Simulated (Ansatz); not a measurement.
Input

```
crystal:
  periodic: [false, false, false]
  atoms:
    - {symbol: N, position_ang: [-0.237651, 0.636367, 0.638892]}
    - {symbol: Si, position_ang: [-0.431067, -0.072614, 2.087734]}
    - {symbol: Si, position_ang: [-0.058955, 1.464119, -0.759585]}
    - {symbol: H, position_ang: [0.182747, 0.657711, -2.011267]}
basis:
  gaussian:
    orbitals: def2-TZVPD
total_charge: 1
magnetization:
  spin_polarized: true
  initial_magnetization: 1
hamiltonian:
  xc: pbe0
output: {forces: true, orbitals: {seedname: orbitals}}
```

Launched as:

```sh
ansatz run input.yaml --threads 1 --pin off --max-ram 2610MiB --events-out events.jsonl --progress --plain --runs-dir runs
```

Geometry: B3LYP/6-31G*.

Computed with Ansatz 0.2.0, isolated molecule in a Gaussian basis; Kohn-Sham density functional theory, functional PBE0.

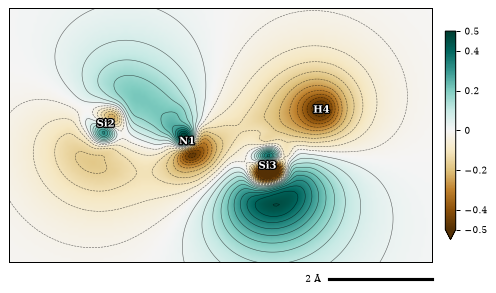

HNSi$_{2}$ (SMILES [Si]#[N+][SiH]) (charge +1, doublet). The LUMO (β) on the molecular plane (values in Å⁻³ᐟ²; the overall sign is arbitrary).

### What is the character of this orbital?

By Hirshfeld shares it lies mainly on Si3 (about 65 %), Si2 (about 15 %), H4 (about 10 %) and N1 (about 10 %); it is symmetric in the molecular plane (an in-plane orbital: σ, lone-pair or in-plane π type). Its energy is −9.10 eV.
